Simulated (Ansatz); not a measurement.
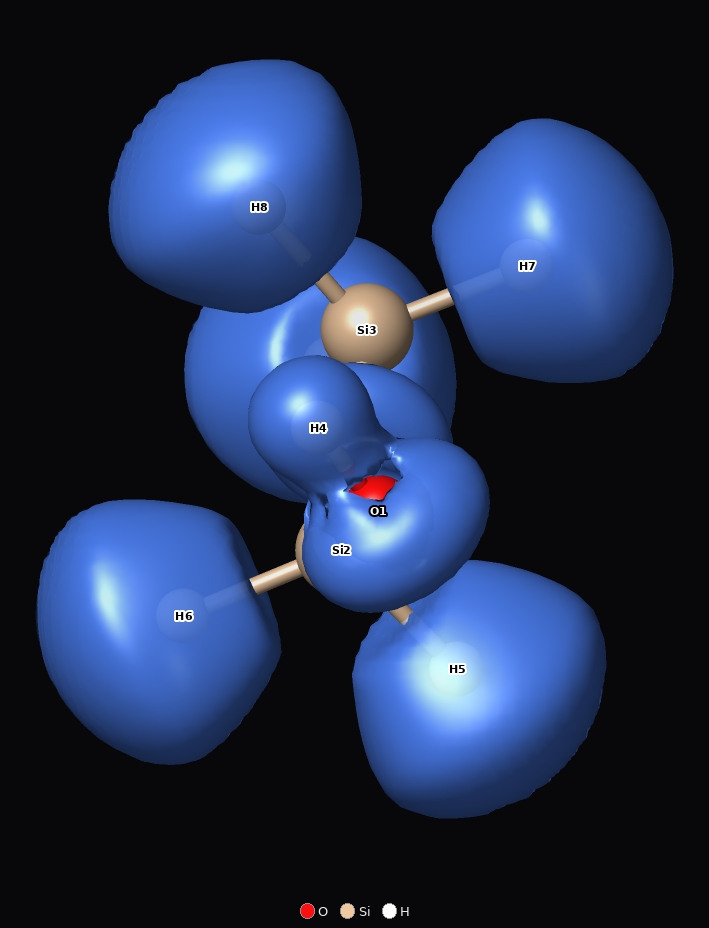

H$_{6}$OSi$_{2}$ (SMILES O[SiH2][SiH3]). Isosurface of the ELF at 0.8 (blue), seen at an oblique angle. Core shells and regions of very low density are left out.

Geometry: PBE-D3(BJ)/def2-SVP.

The calculation used Ansatz 0.2.0, isolated molecule in a Gaussian basis; Kohn-Sham density functional theory, functional PBE0.

```json
{"atom": "O", "x (Å)": "-1.0712", "y (Å)": "1.8716", "z (Å)": "-1.3157"}
{"atom": "Si", "x (Å)": "-0.2133", "y (Å)": "0.4894", "z (Å)": "-1.7731"}
{"atom": "Si", "x (Å)": "-0.0698", "y (Å)": "-1.0554", "z (Å)": "0.0048"}
{"atom": "H", "x (Å)": "-0.7298", "y (Å)": "2.3138", "z (Å)": "-0.5189"}
{"atom": "H", "x (Å)": "-0.9811", "y (Å)": "-0.0962", "z (Å)": "-2.9216"}
{"atom": "H", "x (Å)": "1.1854", "y (Å)": "0.8109", "z (Å)": "-2.2498"}
{"atom": "H", "x (Å)": "-1.4403", "y (Å)": "-1.4959", "z (Å)": "0.4467"}
{"atom": "H", "x (Å)": "0.6152", "y (Å)": "-0.4144", "z (Å)": "1.1862"}
{"atom": "H", "x (Å)": "0.7255", "y (Å)": "-2.2708", "z (Å)": "-0.3972"}
```

Question: What do the ELF domains correspond to?

Answer: The surface consists of one region between bonded Si–Si atoms (shared pairs), five regions around hydrogen nuclei and one joined region spread over several atoms (H, O), in which their bonds and any lone pairs are merged. Profiles from the grid: Si–O (1.69 Å): the ELF peaks at about 0.85 between the atoms: a polar covalent bond. Si–Si (2.36 Å): the ELF peaks at about 1 between the atoms; a covalent bond.
